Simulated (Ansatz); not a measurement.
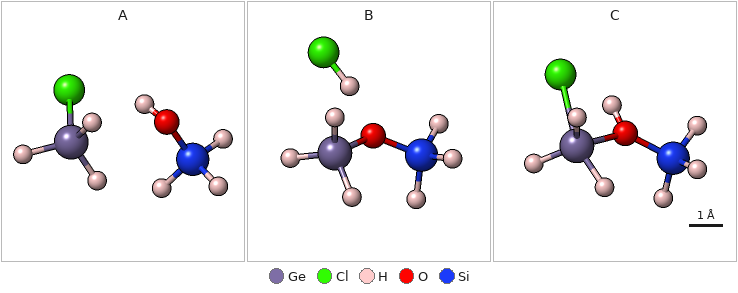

3 geometries from a converged minimum-energy path of GeSiH7OCl, made up at the start of GeH3Cl and SiH$_{4}$O, shuffled. The picture is a ball-and-stick view, seen at a tilt.

Level of theory: RKS B3LYP-D4/def2-SVP (Ansatz 0.2.0). Run with 7 movable images; climbing image; force threshold 0.05 eV/Å; iteration limit 60; starting path through a guess of the saddle point.

One of them is the converged climbing image. Which?

Answer. C. In order along the path, whose images run from 0 to 8: A (image 1, +2.7 kJ/mol), C (image 4, +97.5 kJ/mol), B (image 8, +27.7 kJ/mol). Breaking: Cl–Ge (2.21 → 3.71 Å), H–O (0.97 → 1.78 Å). Forming: Cl–H (2.36 → 1.31 Å), Ge–O (3.28 → 1.81 Å).

Limits of the set-up: the start holds two separate molecules, 2.4 Å apart at their closest, whose relative position is a soft coordinate.

Cost: 4.5 min on 4 threads of Arm Neoverse V2, with other jobs on the host, peak memory 0.31 GiB.
